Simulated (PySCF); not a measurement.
C2H9NSi, SMILES CC[SiH2]N at its GFN2-xTB optimised geometry (Å):

```
13

C      2.0554    -0.7232     0.0000
C      0.5306    -0.7232     0.0000
Si    -0.2176     1.0348     0.0000
N     -1.9425     1.1073    -0.0174
H      2.4373    -0.2102     0.8800
H      2.4492    -1.7390     0.0000
H      2.4372    -0.2103    -0.8801
H      0.1802    -1.2793    -0.8734
H      0.1801    -1.2794     0.8733
H      0.2009     1.7390    -1.2141
H      0.1763     1.7290     1.2280
H     -2.4324     0.8078    -0.8447
H     -2.4492     0.8056     0.7989
```

Calculation: PBE0/def2-TZVP (PySCF). Cells within 0.4 Å of a nucleus heavier than hydrogen are left out (blank, or x).

Map of the HOMO amplitude (bohr^(-3/2)), clipped to [-0.25, 0.25] on the plane z = 0.0 Å; orbital energy -7.06 eV, overall sign arbitrary:

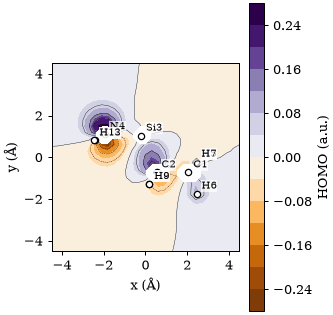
Figure. HOMO amplitude (bohr^(-3/2)), clipped to [-0.25, 0.25] on the plane z = 0.0 Å.
